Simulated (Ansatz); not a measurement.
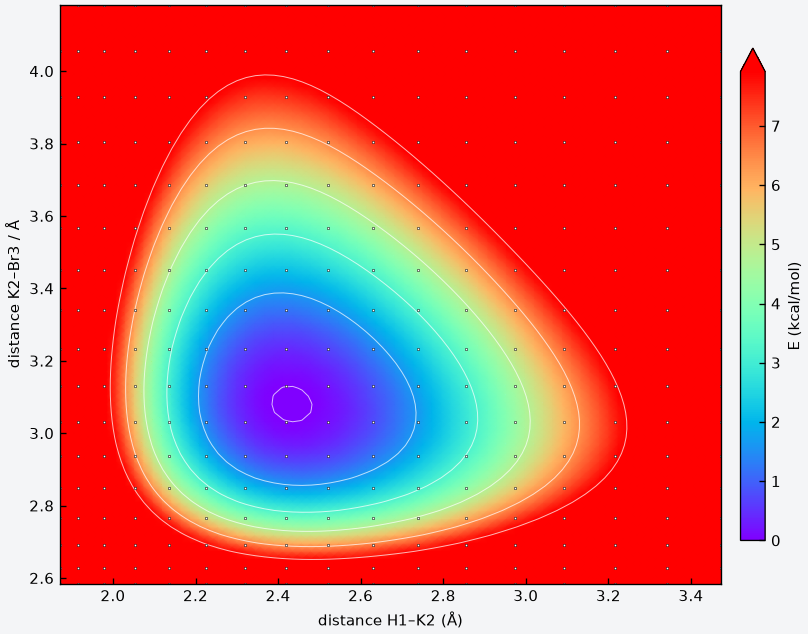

The system H⁻ + KBr. First axis: distance H1–K2. Second axis: distance K2–Br3. Nothing is relaxed (the angle H1–K2–Br3 is fixed at 180 degrees). The scan uses a 17 × 17 grid. All energies are given in kcal/mol relative to the lowest grid point. The reference is spin-restricted, so regions where a bond is pulled apart into radicals lie too high. All numbers below come from RKS PBE0-D4/def2-SVPD (Ansatz 0.2.0).

The picture shows a smooth colour map with a few white contour lines, dots at the grid points, one colour for all values above the top of the scale. Between grid points the surface is interpolated.

**Where is the minimum, and how stiff is the well along each coordinate?**

The interpolated minimum is at distance H1–K2 ≈ 2.432 Å, distance K2–Br3 ≈ 3.080 Å. The curvatures there are about 2.2 eV/Å² and 2.2 eV/Å², with a cross term of about 0.2 eV/Å². Round the minimum the two coordinates are weakly coupled (coupling 0.10 in units of the two stiffnesses). (1 eV is 23.1 kcal/mol.)
